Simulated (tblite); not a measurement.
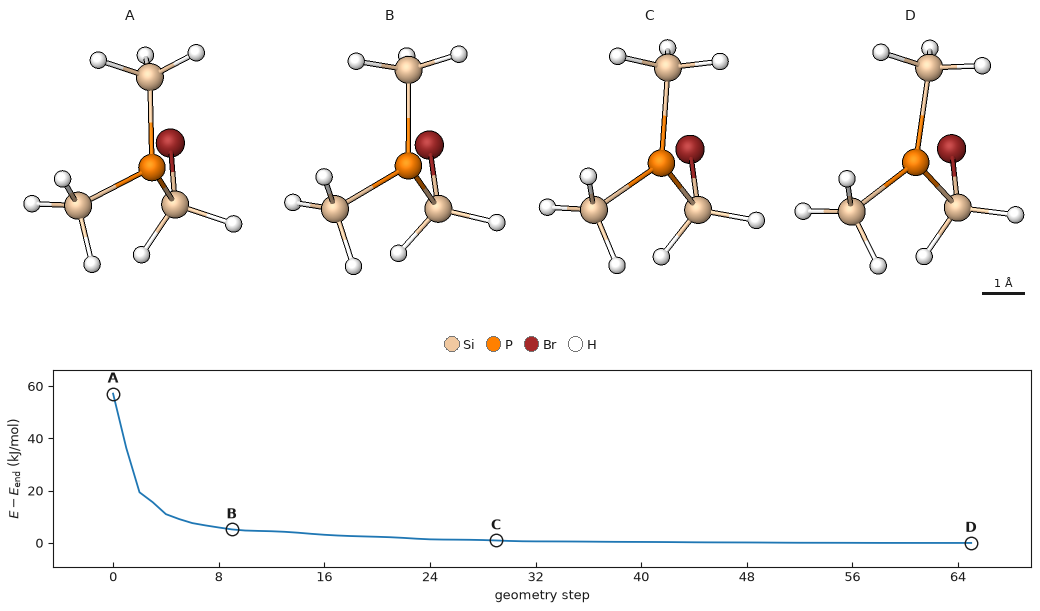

Frames of a relaxation of Si₃PH₈Br (charge +1, multiplicity 2), marked on the history of the run. The picture is a ball-and-stick view, seen from a free direction.

All numbers below come from GFN2-xTB geometry optimisation, gas phase (tblite). 

### Describe the path.

The P atom moves most after the best rigid fit: 0.49 Å. Largest moves by element: P 0.49 Å, H 0.35 Å, Si 0.22 Å, Br 0.15 Å. Some distances before and after: P–Si 2.180 → 2.310 Å, P–Si 2.190 → 2.294 Å, Br–Si 2.244 → 2.194 Å, H–Si 1.489 → 1.458 Å. Bond angles that change, for instance: H–Si–H 105.8° → 119.1°, H–Si–H 106.5° → 116.7°, P–Si–H 111.9° → 102.3°. Over 65 geometry steps the energy falls by 57.1 kJ/mol. From step 0 to 9: a Si atom moves most (0.18 Å), energy −52.0 kJ/mol. From step 9 to 29: the P atom moves most (0.24 Å), energy −4.23 kJ/mol. From step 29 to 65: an H atom moves most (0.17 Å), energy −0.95 kJ/mol.

```csv
step,"E − E(0), kJ/mol"
0,0.00
1,-20.83
2,-37.75
3,-41.55
4,-46.13
5,-48.01
6,-49.55
7,-50.44
8,-51.23
9,-51.97
10,-52.39
13,-52.88
16,-54.02
19,-54.65
22,-55.21
24,-55.76
27,-55.94
30,-56.38
33,-56.56
36,-56.64
39,-56.74
42,-56.81
45,-56.92
48,-56.96
51,-57.05
53,-57.08
56,-57.10
59,-57.13
62,-57.14
65,-57.15
```
